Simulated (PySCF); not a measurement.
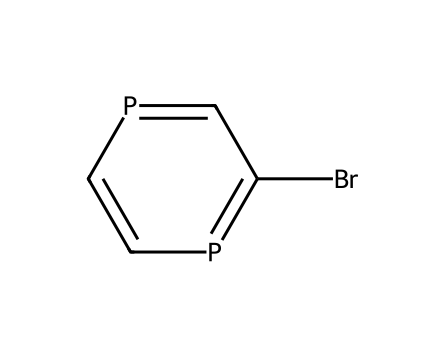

The computed structure is the end point of a GFN2-xTB optimisation. No frequency run is at hand to confirm it as a minimum. Properties computed with B3LYP/def2-SVPD, gas phase (PySCF 2.14.0). Excitations: vertical, linear response.

Computed properties:

The species is C₄H₃BrP₂ (`Brc1cpccp1`).
- dipole moment: 1.78 D
- HOMO energy (Kohn–Sham orbital): −6.96 eV
- LUMO energy (Kohn–Sham orbital): −2.81 eV
- HOMO–LUMO gap: 4.15 eV
- mean static polarisability: 120.4 bohr³
- lowest vertical singlet excitation: 3.85 eV
- its oscillator strength: 0.030
- brightest of the 8 lowest singlets: 4.85 eV
- its oscillator strength: 0.23

The geometry is semi-empirical. Around Br, P such bond lengths and angles can be off by a tenth of an ångström or more and by several degrees, and values that hang on the shape move with them.
